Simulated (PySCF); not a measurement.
**CH5GeO (SMILES [CH3][GeH][OH]) at 6 levels**

Aim: a comparison of 6 runs (UHF/STO-3G, UHF/3-21G, U-wB97M-V/cc-pVDZ, UB2PLYP/cc-pVDZ, UM06-L/cc-pVDZ, UPBE0/cc-pVDZ) of CH5GeO. 

The calculation is run with PySCF 2.14.0.

2 further runs of the same task are left out: 2 set aside as unsound or not needed.

### 1 The structure to begin with

CH5GeO has 8 atoms, charge 0, and is taken as a doublet. As SMILES, `[CH3][GeH][OH]`. Geometry: relaxed at PBE0-D4/def2-TZVP. This is one conformer, not always the lowest.

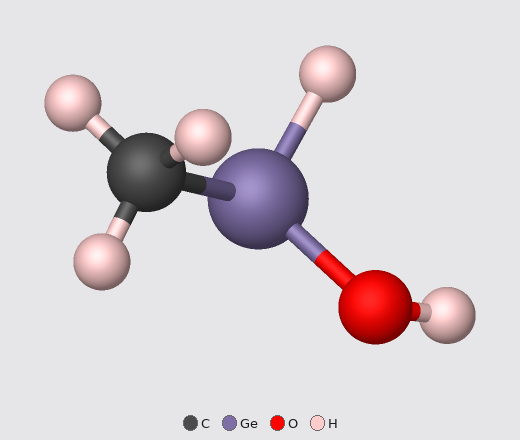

The structure, seen from a chosen angle (carbon dark grey, germanium purple, oxygen red, hydrogen pink).

### 2 A single-point energy at UHF/STO-3G (run 1)

The input, input.py:

```python
from pyscf import gto

molecule = gto.M(
    atom='''
C       -0.669700       0.837400      -0.542800
Ge       0.882200      -0.278900      -0.139000
O        0.160100      -1.768900       0.546400
H       -0.349800       1.807700      -0.923500
H       -1.247600       0.978300       0.373300
H       -1.296000       0.347300      -1.287700
H        1.802100       0.357700       0.954000
H        0.810900      -2.337900       0.963600
''',
    spin=1,
    verbose=3,
    max_memory=1860,
    basis='sto-3g',
)

mf = molecule.UHF()
mf.conv_tol = 1e-10
mf.kernel()
if not mf.converged:
    mf = mf.newton().run(mf.mo_coeff, mf.mo_occ)

energy = mf.e_tot
print('E(%s) = %.9f' % ('HF', energy))
```

Launch:

```console
$ OMP_NUM_THREADS=1 python input.py
```

Standard output:

```text
converged SCF energy = -2165.88242306206  <S^2> = 0.75315676  2S+1 = 2.0031543
E(HF) = -2165.882423062
```

Run time: 0.92 s. Hardware: 1 thread of Arm Neoverse V1, shared host; peak memory 0.12 GiB.

### 3 The energy at UHF/3-21G (run 2)

The input, job.py:

```python
# [CH3][GeH][OH]
from pyscf import gto

mol = gto.M(
    atom='''
C     -1.265550     1.582457    -1.025743
Ge     1.667116    -0.527045    -0.262672
O      0.302545    -3.342737     1.032546
H     -0.661026     3.416058    -1.745162
H     -2.357622     1.848719     0.705435
H     -2.449085     0.656302    -2.433400
H      3.405475     0.675955     1.802799
H      1.532379    -4.417991     1.820940
''',
    verbose=3,
    basis='3-21g',
    unit='bohr',
    charge=0,
    max_memory=1860,
    spin=1,
)

hf = mol.UHF()
hf.conv_tol = 1e-10
hf.kernel()
if not hf.converged:
    hf = hf.newton().run(hf.mo_coeff, hf.mo_occ)

energy = hf.e_tot
print('E(%s) = %.9f' % ('HF', energy))
```

Launch:

```console
$ OMP_NUM_THREADS=1 python job.py
```

Standard output:

```text
converged SCF energy = -2180.34536215399  <S^2> = 0.75289482  2S+1 = 2.0028927
E(HF) = -2180.345362154
```

It took 1 s on 1 thread of Arm Neoverse V1, shared host; peak memory 0.12 GiB.

Runs 3 to 5 aren't shown in full; the table further down has their settings and results.

### 4 A single-point energy at UPBE0/cc-pVDZ (run 6)

input.py, as its differences from that of step 2:

```diff
@@ -1,4 +1,4 @@
-from pyscf import gto
+from pyscf import gto, dft
 
-molecule = gto.M(
+mol = gto.M(
     atom='''
@@ -13,10 +13,13 @@
 ''',
+    verbose=3,
+    charge=0,
+    basis='cc-pvdz',
+    max_memory=1860,
     spin=1,
-    verbose=3,
-    max_memory=1860,
-    basis='sto-3g',
 )
 
-mf = molecule.UHF()
+mf = dft.UKS(mol)
+mf.xc = 'pbe0'
 mf.conv_tol = 1e-10
+mf.grids.level = 5
 mf.kernel()
@@ -25,3 +28,3 @@
 
-energy = mf.e_tot
-print('E(%s) = %.9f' % ('HF', energy))
+e_tot = mf.e_tot
+print('E(%s) = %.9f' % ('PBE0', e_tot))
```

Launch:

```console
$ OMP_NUM_THREADS=1 python input.py
```

Standard output:

```text
WARN: HOMO -0.17301091524889 >= LUMO -0.173010915248886

converged SCF energy = -2192.89902978224  <S^2> = 0.75179922  2S+1 = 2.0017984
E(PBE0) = -2192.899029782
```

Wall time 34 s (1 thread of Arm Neoverse V1, shared host); peak memory 0.43 GiB.

### 5 All runs side by side

```tsv
run	level	integration grid	nlc grid	energy (Eh)	dipole moment (D)	HOMO energy (eV)	LUMO energy (eV)	wall time
1	UHF/STO-3G	–	–	-2165.882423	1.63	-6.00	5.22	0.92 s
2	UHF/3-21G	–	–	-2180.345362	1.67	-8.29	1.35	1 s
3	U-wB97M-V/cc-pVDZ	5	1	-2193.118209	0.87	-7.56	-0.34	2.1 min
4	UB2PLYP/cc-pVDZ	5	–	-2192.762504	0.99	-6.61	-0.99	34 s
5	UM06-L/cc-pVDZ	5	–	-2193.216713	0.72	-4.48	-3.25	69 s
6	UPBE0/cc-pVDZ	5	–	-2192.899030	0.80	-5.57	-2.20	34 s
```

### 6 Results

| quantity | value |
| --- | --- |
| run 6: total energy | -2192.89903 Eh |
| run 6: dipole moment | 0.80 D |
| run 6: HOMO energy (highest over α and β) | -5.57 eV |
| run 6: LUMO energy (lowest over α and β) | -2.20 eV |
| run 6: ⟨S²⟩ | 0.752 |

In words: The dipole moment (its size) runs from 0.72 D (UM06-L/cc-pVDZ) to 1.67 D (UHF/3-21G). The two ends differ in method and basis. Totals of different functionals can't be ranked against each other. In run 1 the basis is minimal, so the values are rough. All runs together took 4.4 min, the longest 2.1 min.
